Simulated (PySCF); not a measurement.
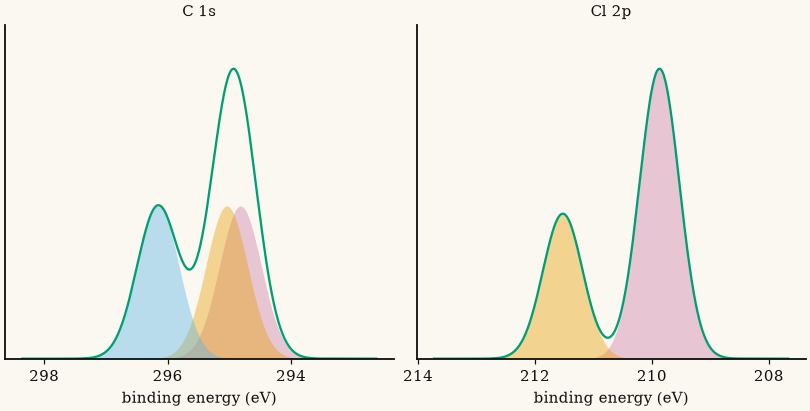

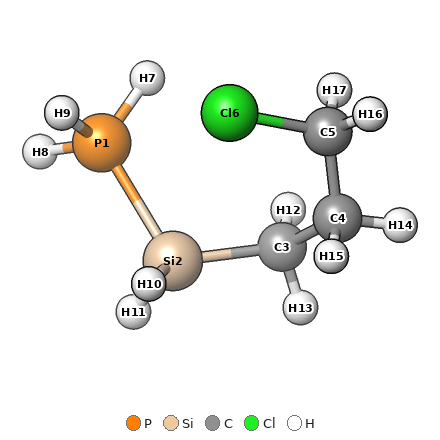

Simulated XPS of C₃H₁₁ClPSi⁺, SMILES [PH3+][SiH2]CCCCl. Vertical core-electron binding energies by ΔSCF (SCAN, pcX-2 on the ionised atom, pcseg-1 elsewhere, spin-free X2C; PySCF, at a PBE0-D3(BJ)/def2-SVP geometry (no frequency check)), gas phase, against the vacuum level. One atom of each kind was ionised; within a panel, areas follow the number of like atoms and 2j + 1 (2p levels are split by first-order spin-orbit coupling, an approximation), each panel is scaled alone, Gaussians of 0.8 eV full width. Only the regions named are shown. Lines closer than the width merge in the curve.

Which atoms give which peak?

```
   level  atoms  binding energy (eV)
    C 1s     C5                296.2
    C 1s     C4                295.0
    C 1s     C3                294.8
Cl 2p1/2    Cl6                211.5
Cl 2p3/2    Cl6                209.9
```

How large is the chemical shift across the C 1s region?

1.3 eV, from C3 at 294.8 eV to C5 at 296.2 eV.

Caveats: one conformer of a flexible molecule.
